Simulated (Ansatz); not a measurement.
The parent structure is SiC in the wurtzite structure (space group P6_3mc, No. 186; a = 3.0753 Å, c = 5.0482 Å).

Now apply this change: the cell is scaled by 0.9935 in all directions, atoms relaxed at fixed cell.

Calculations: DFT with r2SCAN, PAW potentials and a 500 eV plane-wave cutoff in Ansatz (an electronic-structure program), scalar-relativistic without spin-orbit coupling.

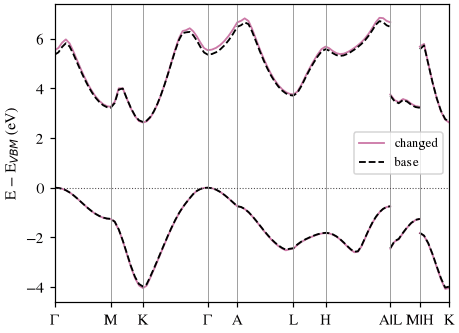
Figure. Highest valence and lowest conduction band along the path, each from its own valence-band maximum

Q: From the figure, how large is the changed gap, and is it direct?

A: About 2.6 eV, indirect, Γ → K.

The cells carry an imposed strain or load. No phonon test of stability was made.
